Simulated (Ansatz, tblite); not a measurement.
# The cluster Si5H2: spin-state energies by level

Is the singlet the ground state of the cluster Si5H2? Other spin states are computed and compared level by level.

Method: as each input shows; program: Ansatz 0.2.0, Gaussian basis.

The runs, in order: triplet, at the geometry of the singlet (GFN1-xTB, GFN2-xTB, PBE0-D4/def2-TZVP, PBE-D4/def2-TZVP, r2SCAN-D4/def2-TZVP); the singlet's energies come from earlier runs.

## (1) The relaxed structure

The singlet was relaxed beforehand with B3LYP-D4/def2-SVP. At that level it is the lowest of the isomers that a small search found.

7 atoms, charge 0, spin multiplicity 1.

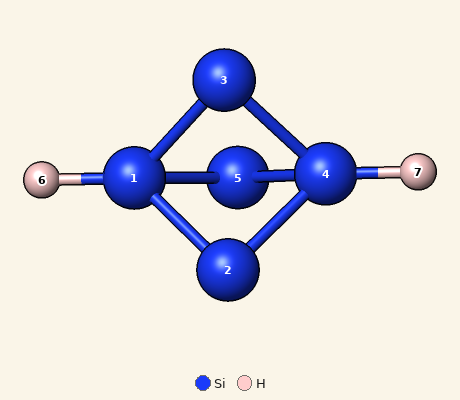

The geometry (silicon blue, hydrogen pink); atoms are numbered from 1 in the order of the file.

## (2) Triplet at the fixed geometry, GFN1-xTB

Tight binding, by tblite at 300 K electronic temperature and without a spin-polarisation term:

```python
tblite.interface.Calculator('GFN1-xTB', numbers, positions, charge=0, uhf=2).singlepoint()
```

Energy -270.6148 eV; 0.005 s.

## (3) Triplet at the fixed geometry, GFN2-xTB

Tight binding, by tblite at 300 K electronic temperature and without a spin-polarisation term:

```python
tblite.interface.Calculator('GFN2-xTB', numbers, positions, charge=0, uhf=2).singlepoint()
```

Energy -254.0170 eV; 0.008 s.

## (4) Triplet at the fixed geometry, PBE0-D4/def2-TZVP

in.yaml reads:

```yaml
crystal:
  periodic: [false, false, false]
  atoms:
    - {symbol: Si, position_ang: [0.561117, -0.104973, -1.422143]}
    - {symbol: Si, position_ang: [0.667805, -1.574252, 0.379671]}
    - {symbol: Si, position_ang: [-1.621667, 0.130028, -0.649394]}
    - {symbol: Si, position_ang: [-0.561120, 0.104965, 1.422140]}
    - {symbol: Si, position_ang: [0.953846, 1.444233, 0.269710]}
    - {symbol: H, position_ang: [1.103609, -0.206561, -2.797788]}
    - {symbol: H, position_ang: [-1.103589, 0.206560, 2.797794]}
basis:
  gaussian: {orbitals: def2-TZVP}
magnetization: {spin_polarized: true, initial_magnetization: 2}
hamiltonian: {xc: pbe0, dispersion: d4}
scf: {omitted_lower_state_checks: [starts]}
output: {orbitals: {seedname: orbitals}}
```

Started as:

```sh
$ ansatz run in.yaml --threads 4 --pin off --events-out ev --progress --plain --max-ram 3916MiB
```

Log:

```text
Functional definition: PBE0
  name "PBE0"
  cite "Adamo & Barone, J. Chem. Phys. 110, 6158 (1999) doi:10.1063/1.478522"
  cite "Perdew, Burke & Ernzerhof, Phys. Rev. Lett. 77, 3865 (1996) doi:10.1103/PhysRevLett.77.3865"
  parent pbe
  parameter a = 0.25
  parameter kappa = 0.804
  parameter beta = 0.06672455060314922
  exchange = (1 - a)*pbe_x(kappa = kappa, mu = beta*pi^2/3) + a*exact_x
  correlation = pbe_c(beta = beta)
these checks for a lower state are left out or cut short: starts
1428 factors; their error is unknown
mean field evaluation 1: about -39398.4225 eV, gradient 2.0e1 eV
mean field evaluation 2: about -39395.5887 eV, gradient 2.9e1 eV
mean field evaluation 4: about -39401.2717 eV, gradient 1.9e0 eV
mean field evaluation 8: about -39401.3057 eV, gradient 2.1e-1 eV
mean field evaluation 16: about -39401.4690 eV, gradient 3.3e-2 eV
mean field -39401.52940906 eV, -1447.9794984672 hartree, gradient 4.3e-6 eV, S^2 2.058104; 0 other end points of the search recorded, 0 dependent functions left out
reference -39401.52944095 eV, -1447.9794996392 hartree; 37, 35 occupied and 160, 162 virtual orbitals, 1428 factors
Total energy: -39401.90250448 eV, -1447.9932094709 hartree
Checks for a lower state left out: starts
```

Wall time 18 s (4 threads of Arm Neoverse V2, shared host); peak memory 1.2 GiB.

Report: HOMO -4.29 eV, LUMO -4.54 eV (over both spins; with the spin held, an empty level of the minority spin lies below the top filled one); ⟨S²⟩ 2.058 (pure: 2.00).

## (5) Triplet at the fixed geometry, PBE-D4/def2-TZVP

start.molden holds the orbitals of an earlier run on this state, given as this run's starting guess.

in.yaml: that of step 4 with these lines changed.

```diff
@@ -11,5 +11,5 @@
 basis:
-  gaussian: {orbitals: def2-TZVP}
+  gaussian: {orbitals: def2-TZVP, initial_orbitals: start.molden}
 magnetization: {spin_polarized: true, initial_magnetization: 2}
-hamiltonian: {xc: pbe0, dispersion: d4}
+hamiltonian: {xc: pbe, dispersion: d4}
 scf: {omitted_lower_state_checks: [starts]}
```

Launched as before.

Log:

```text
Functional definition: PBE
  name "PBE"
  cite "Perdew, Burke & Ernzerhof, Phys. Rev. Lett. 77, 3865 (1996) doi:10.1103/PhysRevLett.77.3865"
  parent pbe
  parameter kappa = 0.804
  parameter beta = 0.06672455060314922
  exchange = pbe_x(kappa = kappa, mu = beta*pi^2/3)
  correlation = pbe_c(beta = beta)
these checks for a lower state are left out or cut short: starts
1348 factors; their error is unknown
mean field evaluation 1: about -39398.1668 eV, gradient 9.4e0 eV
mean field evaluation 2: about -39398.3019 eV, gradient 2.5e-1 eV
mean field evaluation 4: about -39398.2761 eV, gradient 7.1e-3 eV
mean field evaluation 8: about -39398.2761 eV, gradient 2.3e-5 eV
mean field -39398.27610775 eV, -1447.8599418492 hartree, gradient 5.4e-6 eV, S^2 2.020371; 0 other end points of the search recorded, 0 dependent functions left out
reference -39398.27614978 eV, -1447.8599433936 hartree; 37, 35 occupied and 160, 162 virtual orbitals, 1348 factors
Total energy: -39398.71493720 eV, -1447.8760685339 hartree
Checks for a lower state left out: starts
```

Run time: 9.5 s. Hardware: 4 threads of Arm Neoverse V2, shared host; peak memory 0.59 GiB.

From the report: HOMO -3.51 eV, LUMO -5.26 eV (over both spins; with the spin held, an empty level of the minority spin lies below the top filled one); ⟨S²⟩ 2.020 (pure: 2.00).

## (6) Triplet at the fixed geometry, r2SCAN-D4/def2-TZVP

in.yaml: that of step 5 with these lines changed.

```diff
@@ -13,3 +13,3 @@
 magnetization: {spin_polarized: true, initial_magnetization: 2}
-hamiltonian: {xc: pbe, dispersion: d4}
+hamiltonian: {xc: r2scan, dispersion: d4}
 scf: {omitted_lower_state_checks: [starts]}
```

The command is unchanged.

Log:

```text
Functional definition: r2SCAN
  name "r2SCAN"
  cite "Furness, Kaplan, Ning, Perdew & Sun, J. Phys. Chem. Lett. 11, 8208 (2020) doi:10.1021/acs.jpclett.0c02405"
  cite "Furness, Kaplan, Ning, Perdew & Sun, J. Phys. Chem. Lett. 11, 9248 (2020) doi:10.1021/acs.jpclett.0c03077"
  parent r2scan
  parameter k0 = 0.174
  parameter k1 = 0.065
  parameter a1 = 4.9479
  exchange = r2scan_x(k0 = k0, k1 = k1, a1 = a1)
  correlation = r2scan_c
these checks for a lower state are left out or cut short: starts
1348 factors; their error is unknown
mean field evaluation 1: about -39414.3679 eV, gradient 6.5e0 eV
mean field evaluation 2: about -39414.4282 eV, gradient 1.2e-1 eV
mean field evaluation 4: about -39414.3976 eV, gradient 8.1e-3 eV
mean field evaluation 8: about -39414.3976 eV, gradient 1.8e-5 eV
mean field -39414.39763662 eV, -1448.4523971076 hartree, gradient 9.1e-6 eV, S^2 2.052069; 0 other end points of the search recorded, 0 dependent functions left out
reference -39414.39765332 eV, -1448.4523977212 hartree; 37, 35 occupied and 160, 162 virtual orbitals, 1348 factors
Total energy: -39414.48356057 eV, -1448.4555547544 hartree
Checks for a lower state left out: starts
```

Run time: 26 s. Hardware: 4 threads of Arm Neoverse V2, shared host; peak memory 0.66 GiB.

HOMO -3.70 eV, LUMO -5.08 eV (over both spins; with the spin held, an empty level of the minority spin lies below the top filled one); ⟨S²⟩ 2.052 (pure: 2.00).

## (7) Triplet less singlet, vertical

The singlet's energies are those of its earlier runs, whose logs aren't repeated here.

| level | triplet less singlet, vertical (kcal/mol) | time |
| --- | --- | --- |
| GFN1-xTB | +41.9 | 0.01 s |
| GFN2-xTB | +31.3 | 0.014 s |
| PBE-D4/def2-TZVP | +50.7 | 12 s |
| r2SCAN-D4/def2-TZVP | +49.3 | 30 s |
| PBE0-D4/def2-TZVP | +49.3 | 20 s |

Times add the two runs; a level without a time comes out of a correlated run. Tight binding without a spin term can't rank spin states.

## (8) What came out

| quantity | value |
| --- | --- |
| triplet less singlet, vertical, functionals in def2-TZVP | +49.3 (r2SCAN-D4) to +50.7 kcal/mol (PBE-D4) |

**Reading.** All functionals put the triplet above the singlet, over a spread of 1.5 kcal/mol. The checks for a lower triplet were left out, so another state of that spin may lie lower. These are electronic energies, without zero-point motion, entropy or surroundings.
